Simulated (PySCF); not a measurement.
# One shape, several levels: C4H5NS (5-methylthiazole)

We compute a comparison of 6 runs (BHLYP/cc-pVDZ, BLYP/cc-pVDZ, PBE/cc-pVDZ, PBE0/cc-pVDZ, SVWN5/cc-pVDZ, r2SCAN/cc-pVDZ) of C4H5NS (5-methylthiazole). Input form: a Python script.

Program for the calculation: PySCF 2.14.0.

## Step 1: The molecule

C4H5NS: 11 atoms, total charge 0, spin state singlet. SMILES: `Cc1cncs1`. The shape is that of a PBE0-D4/def2-TZVP optimisation.

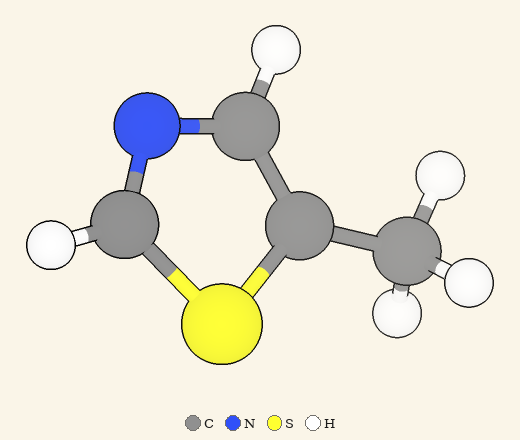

The structure, seen from a chosen angle (carbon grey, nitrogen blue, sulfur yellow, hydrogen white).

## Step 2: A single-point energy at BHLYP/cc-pVDZ (run 1)

calc.py reads:

```python
from pyscf import gto, dft

molecule = gto.M(
    atom=[
    ('C', (-0.180970, -0.409870, 1.714030)),
    ('C', (-0.108710, -0.044550, 0.274300)),
    ('C', (0.963060, -0.105380, -0.565450)),
    ('N', (0.757530, 0.293660, -1.853350)),
    ('C', (-0.470800, 0.664760, -2.018190)),
    ('S', (-1.453230, 0.550650, -0.613020)),
    ('H', (0.795020, -0.763170, 2.050200)),
    ('H', (-0.907720, -1.205530, 1.895450)),
    ('H', (-0.462600, 0.443360, 2.336040)),
    ('H', (1.945980, -0.447250, -0.265440)),
    ('H', (-0.877540, 1.023320, -2.954560)),
],
    basis='cc-pvdz',
    max_memory=1860,
    verbose=3,
    charge=0,
)

ks = dft.RKS(molecule)
ks.xc = 'bhandhlyp'
ks.conv_tol = 1e-10
ks.grids.level = 5
ks.kernel()
if not ks.converged:
    ks = ks.newton().run(ks.mo_coeff, ks.mo_occ)

e_tot = ks.e_tot
print('E(%s) = %.9f' % ('BHLYP', e_tot))
```

The run is started by

```console
$ OMP_NUM_THREADS=1 python calc.py
```

What it wrote:

```text
converged SCF energy = -608.245954148927
E(BHLYP) = -608.245954149
```

Wall time 46 s (1 thread of Intel Xeon at 2.70GHz, shared host); peak memory 0.62 GiB.

## Step 3: A single-point energy at BLYP/cc-pVDZ (run 2)

Edit calc.py of step 2 so:

```diff
@@ -2,3 +2,3 @@
 
-molecule = gto.M(
+mol = gto.M(
     atom=[
@@ -16,17 +16,16 @@
 ],
+    charge=0,
+    max_memory=1860,
     basis='cc-pvdz',
-    max_memory=1860,
     verbose=3,
-    charge=0,
 )
 
-ks = dft.RKS(molecule)
-ks.xc = 'bhandhlyp'
-ks.conv_tol = 1e-10
-ks.grids.level = 5
-ks.kernel()
-if not ks.converged:
-    ks = ks.newton().run(ks.mo_coeff, ks.mo_occ)
+calc0 = dft.RKS(mol, xc='blyp')
+calc0.grids.level = 5
+calc0.conv_tol = 1e-10
+calc0.kernel()
+if not calc0.converged:
+    calc0 = calc0.newton().run(calc0.mo_coeff, calc0.mo_occ)
 
-e_tot = ks.e_tot
-print('E(%s) = %.9f' % ('BHLYP', e_tot))
+etot = calc0.e_tot
+print('E = %.10f Eh' % etot)
```

The run is started by

```console
$ OMP_NUM_THREADS=1 python calc.py
```

What it wrote:

```text
converged SCF energy = -608.283728323225
E = -608.2837283232 Eh
```

Wall time 72 s (1 thread of Intel Xeon at 2.70GHz, shared host); peak memory 0.62 GiB.

Runs 3 to 5 aren't shown in full; the table further down has their settings and results.

## Step 4: A single-point energy at r2SCAN/cc-pVDZ (run 6)

run.py reads:

```python
from pyscf import gto, dft

molecule = gto.M(
    atom='''
C     -0.341984    -0.774542     3.239047
C     -0.205432    -0.084187     0.518352
C      1.819920    -0.199139    -1.068546
N      1.431524     0.554937    -3.502324
C     -0.889683     1.256214    -3.813826
S     -2.746207     1.040578    -1.158440
H      1.502370    -1.442182     3.874317
H     -1.715342    -2.278122     3.581881
H     -0.874187     0.837829     4.414476
H      3.677369    -0.845180    -0.501609
H     -1.658310     1.933795    -5.583309
''',
    verbose=4,
    unit='bohr',
    basis='cc-pvdz',
    max_memory=1860,
)

calc0 = dft.RKS(molecule)
calc0.xc = 'r2scan'
calc0.conv_tol = 1e-10
calc0.grids.level = 5
calc0.kernel()
if not calc0.converged:
    calc0 = calc0.newton().run(calc0.mo_coeff, calc0.mo_occ)

e_final = calc0.e_tot
print('E(%s) = %.9f' % ('R2SCAN', e_final))
```

The run is started by

```console
$ OMP_NUM_THREADS=1 python run.py
```

What it wrote:

```text
PySCF version 2.14.0

[... 84 lines left out ...]
converged SCF energy = -608.240318255766
E(R2SCAN) = -608.240318256
```

It took 75 s on 1 thread of Intel Xeon at 2.70GHz, shared host; peak memory 0.64 GiB.

## Step 5: The series

```
run           level  energy (Eh)  dipole moment (D)  HOMO energy (eV)  LUMO energy (eV)  wall time
  1   BHLYP/cc-pVDZ  -608.245954               1.92             -7.75              0.62       46 s
  2    BLYP/cc-pVDZ  -608.283728               1.84             -5.61             -1.14       72 s
  3     PBE/cc-pVDZ  -607.949202               1.86             -5.83             -1.33       53 s
  4    PBE0/cc-pVDZ  -608.000979               1.91             -6.91             -0.46       41 s
  5   SVWN5/cc-pVDZ  -605.144287               1.95             -5.99             -1.51       35 s
  6  r2SCAN/cc-pVDZ  -608.240318               1.91             -6.06             -1.25       75 s
```

## Step 6: Summary of results

| quantity | value |
| --- | --- |
| run 6: total energy | -608.24032 Eh |
| run 6: dipole moment | 1.91 D |
| run 6: HOMO energy | -6.06 eV |
| run 6: LUMO energy | -1.25 eV |
| run 6: HOMO–LUMO gap | 4.81 eV |

The dipole moment (its size) runs from 1.84 D (BLYP/cc-pVDZ) to 1.95 D (SVWN5/cc-pVDZ). The HOMO–LUMO gap runs from 4.46 eV (BLYP/cc-pVDZ) to 8.37 eV (BHLYP/cc-pVDZ). Totals of different functionals can't be ranked against each other. All runs together took 5.4 min, the longest 75 s.
